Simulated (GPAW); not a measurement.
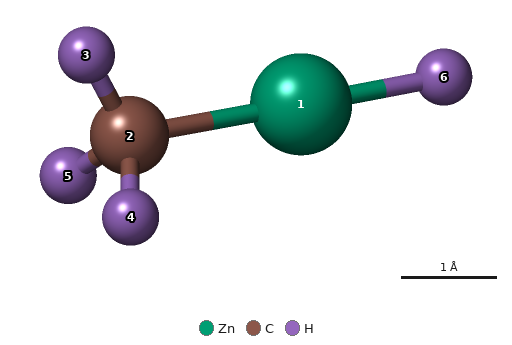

The input geometry (ball-and-stick view, seen at a tilt; atoms are numbered from 1 in the order of the input). Sticks mark near contacts. Bond lengths as drawn: C–H 1.09 to 1.16 Å, C–Zn 1.97 Å and H–Zn 1.64 Å.

CH₄Zn: geometry relaxation

The run: geometry relaxation of CH₄Zn, SMILES [H][Zn][CH3]. Method and program: RPBE/plane waves, scalar-relativistic datasets (GPAW 26.7.0).

The atoms were displaced at random from an optimised geometry.

### Input file (relax.py)
```python
from ase.io import read, write
from ase.optimize import BFGSLineSearch
from gpaw import GPAW, PW

atoms = read('molecule.xyz')
atoms.center(vacuum=4.5)

gpaw_calc = GPAW(mode=PW(400),
                 xc='RPBE',
                 occupations={'name': 'fermi-dirac', 'width': 0.02},
                 maxiter=150,
                 symmetry='off',
                 txt='molecule.txt')
atoms.calc = gpaw_calc

opt = BFGSLineSearch(atoms, trajectory='molecule.traj')
converged = opt.run(fmax=0.05, steps=100)
print('Converged:', converged)
print(f'Final energy: {atoms.get_potential_energy():.5f} eV')
print(f'r(H4-C1) = {atoms.get_distance(4, 1):.4f} Ang')
print(f'r(H5-Zn0): {atoms.get_distance(5, 0):.4f} Ang')
write('relaxed.xyz', atoms)
```

### File molecule.xyz
```
6

Zn    -0.032570    -0.011689    -1.211155
C     -0.034889     0.036125     0.753713
H     -0.391920     0.965520     1.185002
H      1.039099    -0.109606     1.170568
H     -0.550952    -0.841483     1.159683
H     -0.052302    -0.053445    -2.852985
```

Launch command:
```bash
python3 -u relax.py | tee relax.out
```

### Output
```
Step[ FC]     Time          Energy          fmax
BFGSLineSearch:    0[  0] 00:00:00      -22.494200       2.2036
BFGSLineSearch:    1[  2] 00:00:17      -22.581322       0.7495
BFGSLineSearch:    2[  4] 00:00:32      -22.607062       0.5638
BFGSLineSearch:    3[  6] 00:00:45      -22.619158       0.3785
BFGSLineSearch:    4[  8] 00:01:00      -22.625264       0.2706
BFGSLineSearch:    5[ 10] 00:01:14      -22.627249       0.1135
BFGSLineSearch:    6[ 11] 00:01:20      -22.628568       0.0654
BFGSLineSearch:    7[ 12] 00:01:25      -22.628883       0.0138
Converged: True
Final energy: -22.62888 eV
r(H4-C1) = 1.1043 Ang
r(H5-Zn0): 1.5435 Ang
```

### Trajectory as extended XYZ (Å, eV, eV/Å), 8 frames, from step=0 to step=7
```
6
Properties=species:S:1:pos:R:3:forces:R:3 step=0 energy=-22.49420
Zn    5.0184    5.3298    6.1418   -0.0296   0.0507  -0.8171
C     5.0161    5.3776    8.1067    2.0597  -0.7547   0.2098
H     4.6590    6.3070    8.5380   -0.4131   0.3751   0.1912
H     6.0901    5.2319    8.5236   -1.1640   0.3246  -0.7102
H     4.5000    4.5000    8.5127   -0.4933  -0.0041   0.0950
H     4.9986    5.2880    4.5000    0.0267   0.0136   1.0256
6
Properties=species:S:1:pos:R:3:forces:R:3 step=1 energy=-22.58132
Zn    5.0179    5.3307    6.1280    0.0353   0.0280  -0.3529
C     5.0508    5.3649    8.1102    0.0020   0.0652  -0.0119
H     4.6521    6.3133    8.5412   -0.0018  -0.3817  -0.1983
H     6.0704    5.2374    8.5116    0.1762   0.1052  -0.1510
H     4.4917    4.4999    8.5143   -0.2175   0.1708  -0.0412
H     4.9991    5.2883    4.5173   -0.0018   0.0189   0.7493
6
Properties=species:S:1:pos:R:3:forces:R:3 step=2 energy=-22.60706
Zn    5.0195    5.3320    6.1103    0.0363   0.0390   0.4018
C     5.0542    5.3667    8.1100    0.0604  -0.3948  -0.3980
H     4.6513    6.2962    8.5323   -0.1482   0.1315  -0.0012
H     6.0767    5.2428    8.5034    0.1454   0.0673  -0.1081
H     4.4808    4.5079    8.5125   -0.0941   0.1582  -0.0732
H     4.9991    5.2892    4.5538   -0.0062   0.0051   0.1724
6
Properties=species:S:1:pos:R:3:forces:R:3 step=3 energy=-22.61916
Zn    5.0217    5.3342    6.1173    0.0238   0.0015   0.3778
C     5.0563    5.3534    8.0946    0.1743   0.2669   0.0284
H     4.6457    6.2921    8.5276    0.0378  -0.1807  -0.1989
H     6.0866    5.2478    8.4958   -0.1122   0.0135  -0.1738
H     4.4721    4.5179    8.5087   -0.1242  -0.1079  -0.0037
H     4.9988    5.2898    4.5779   -0.0054   0.0137  -0.0347
6
Properties=species:S:1:pos:R:3:forces:R:3 step=4 energy=-22.62526
Zn    5.0235    5.3353    6.1322    0.0184  -0.0059   0.0674
C     5.0624    5.3552    8.0880   -0.1212  -0.0625   0.2337
H     4.6442    6.2843    8.5190    0.0138   0.0086  -0.1244
H     6.0881    5.2506    8.4868    0.0084  -0.0138  -0.0829
H     4.4641    4.5195    8.5068    0.0830   0.0659  -0.1110
H     4.9985    5.2905    4.5888   -0.0057   0.0150   0.0136
6
Properties=species:S:1:pos:R:3:forces:R:3 step=5 energy=-22.62725
Zn    5.0247    5.3355    6.1390    0.0093  -0.0149  -0.0037
C     5.0619    5.3525    8.0934   -0.0677   0.0691   0.0125
H     4.6437    6.2831    8.5127   -0.0127   0.0782  -0.0569
H     6.0880    5.2513    8.4808    0.0950  -0.0328  -0.0038
H     4.4641    4.5223    8.5025   -0.0253  -0.1104   0.0073
H     4.9982    5.2913    4.5930   -0.0023   0.0181   0.0411
6
Properties=species:S:1:pos:R:3:forces:R:3 step=6 energy=-22.62857
Zn    5.0265    5.3343    6.1447   -0.0054  -0.0122   0.0057
C     5.0592    5.3534    8.0995    0.0050  -0.0164  -0.0231
H     4.6406    6.2927    8.5024    0.0171  -0.0178  -0.0082
H     6.0946    5.2491    8.4737   -0.0650   0.0028   0.0061
H     4.4613    4.5138    8.4994    0.0411   0.0370   0.0117
H     4.9978    5.2937    4.6012    0.0026   0.0141   0.0031
6
Properties=species:S:1:pos:R:3:forces:R:3 step=7 energy=-22.62888
Zn    5.0260    5.3332    6.1440   -0.0029  -0.0089  -0.0022
C     5.0586    5.3535    8.0968    0.0029  -0.0063  -0.0026
H     4.6419    6.2919    8.5022   -0.0017   0.0038  -0.0116
H     6.0908    5.2489    8.4752   -0.0040   0.0036   0.0023
H     4.4642    4.5153    8.5010   -0.0012   0.0040   0.0131
H     4.9980    5.2949    4.6012    0.0017   0.0120  -0.0061
```

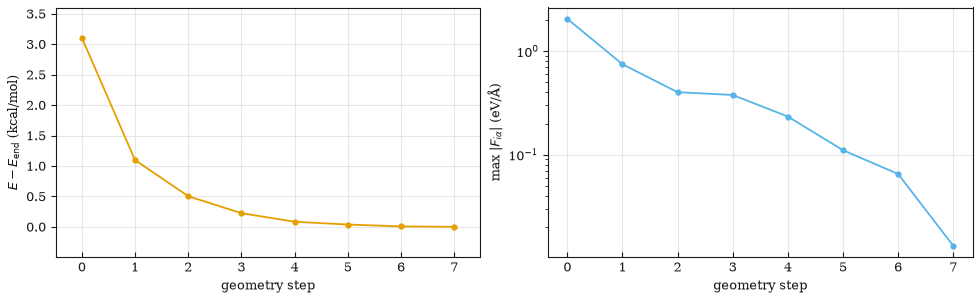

Progress of the relaxation, step by step (steps are counted from 0).

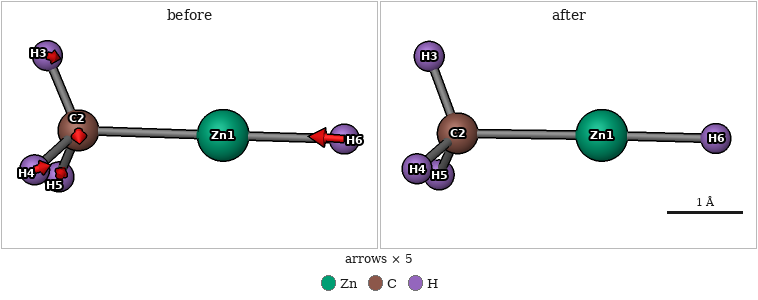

Before (left) and after (right) the relaxation, at one scale (ball-and-stick view, seen at a tilt). The red arrows give the displacements, magnified 5 times. The largest move after the best rigid fit is that of H6, 0.10 Å. Largest moves by element: H 0.10 Å, C 0.05 Å, Zn 0.01 Å. Distances before and after: Zn1–H6 1.642 → 1.544 Å, C2–H4 1.161 → 1.104 Å, C2–H3 1.085 → 1.104 Å, Zn1–C2 1.965 → 1.953 Å. Among the angles that change: H4–C2–H5 101.7° → 107.8°, H3–C2–H5 112.6° → 107.9°, Zn1–C2–H3 114.7° → 111.7°. Over 7 geometry steps the energy falls by 3.11 kcal/mol. The largest force component goes from 2.1 to 0.013 eV/Å. (Atoms are counted from 1 in the order of the input.)

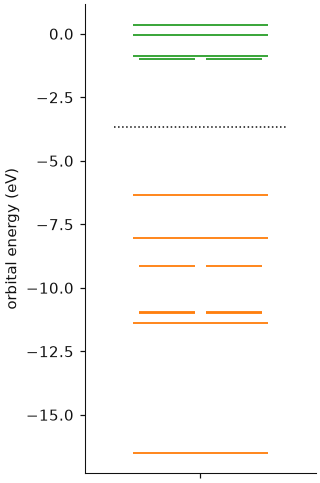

Orbital energies near the frontier; the dotted line parts filled from empty levels, and levels within 0.02 eV of each other stand side by side. Highest filled −6.36 eV, lowest empty −1.00 eV, 5.36 eV apart.

### Results in brief

- outcome: converged
- energy relative to the program's reference atoms: −22.6289 eV
- largest force: 0.014 eV/Å
- HOMO: −6.36 eV
- LUMO: −1.00 eV
- dipole moment: 0.52 D
- hardware: 1 thread of Arm Neoverse V2, 24 GiB of memory available, shared host
- wall time: 95 s
- peak memory: 0.43 GiB
